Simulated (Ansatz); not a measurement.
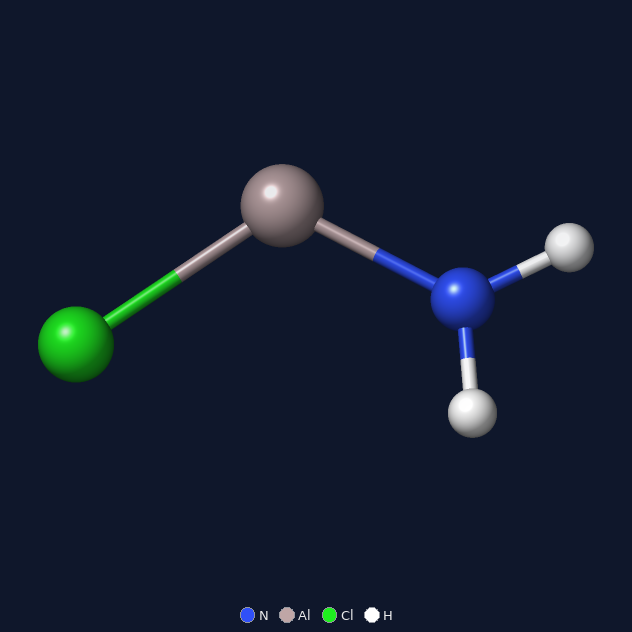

Every bond is drawn as one stick, whatever its order.

Charge 0, doublet. The geometry was computed by an optimisation with PBE0-D4/def2-TZVP.

Count the atoms of each element.

Answer. AlClH2N, 5 atoms: 1 aluminium, 1 chlorine, 2 hydrogen and 1 nitrogen.

What is its SMILES?

Answer. [NH2][Al][Cl]

How many bonds of each kind are drawn?

Answer. 2 N–H, 1 Al–N, 1 Al–Cl.

How many sets of symmetry-equivalent atoms are there?

Answer. 5: 1 N, 1 Al, 1 Cl, 1 H, 1 H.

More results for the same structure follow; atom numbers are the same in all pictures, views and colours differ.

**Shape**

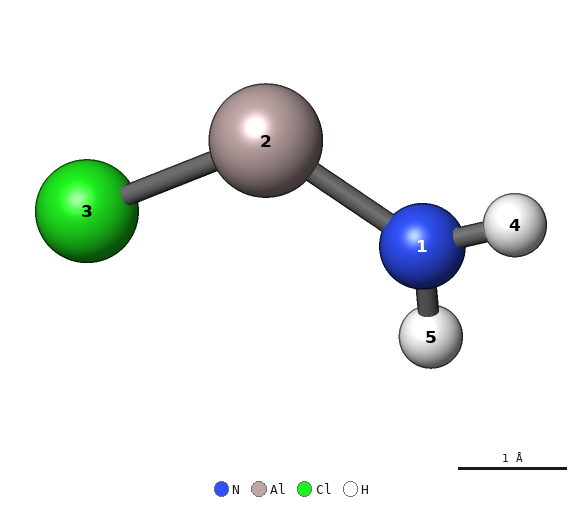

The atoms are numbered.

Give the bond lengths.

```json
{"bond": "N1–Al2", "length (Å)": "1.765"}
{"bond": "N1–H4", "length (Å)": "1.007"}
{"bond": "N1–H5", "length (Å)": "1.009"}
{"bond": "Al2–Cl3", "length (Å)": "2.116"}
```

**Vibrations**

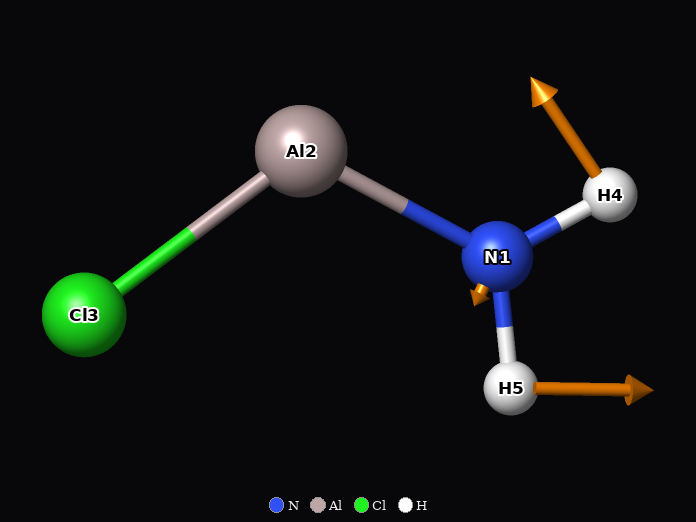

The arrows show one normal mode. Harmonic vibrations computed with UKS PBE0-D4/def2-TZVP (Ansatz 0.2.0) at a stationary point of the same level.

Describe the motion.

Answer. Mostly Al–N–H bending.

At what wavenumber does it lie?

Answer. 655 cm⁻¹; it is mode 5 of 9 counted from the lowest.

**Levels of theory compared**

Program: Ansatz 0.2.0.

Compare HOMO energy (eV), dipole (D) at these levels: B3LYP-D4/def2-TZVPP; PBE-D4/def2-TZVPP; r2SCAN-D4/def2-TZVPP; ωB97M-V/def2-TZVPP.

```json
{"level": "B3LYP-D4/def2-TZVPP", "HOMO energy (eV)": "−5.88", "dipole (D)": "2.28"}
{"level": "PBE-D4/def2-TZVPP", "HOMO energy (eV)": "−5.08", "dipole (D)": "2.23"}
{"level": "r2SCAN-D4/def2-TZVPP", "HOMO energy (eV)": "−5.39", "dipole (D)": "2.30"}
{"level": "ωB97M-V/def2-TZVPP", "HOMO energy (eV)": "−7.77", "dipole (D)": "2.31"}
```

**Charges**

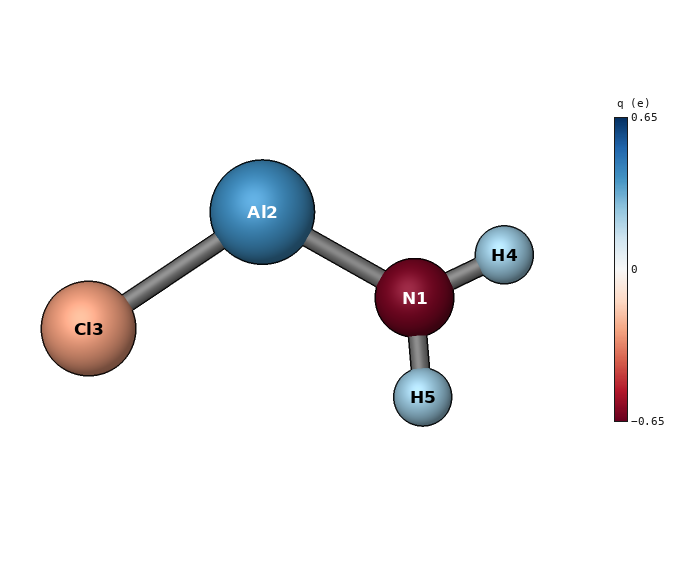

Atoms are coloured by their Mulliken charges. Properties computed with UKS PBE0-D4/def2-TZVP (Ansatz 0.2.0).

Which atom carries the highest charge (most positive or least negative)?

Answer. Al2 (0.41 e).

And the lowest?

Answer. N1 (−0.62 e).

Give the Mulliken charges atom by atom.

```csv
atom,value (e)
N1,−0.62
Al2,0.41
Cl3,−0.27
H4,0.24
H5,0.24
```

Mulliken values depend strongly on the basis set and can even reverse the polarity of a bond.
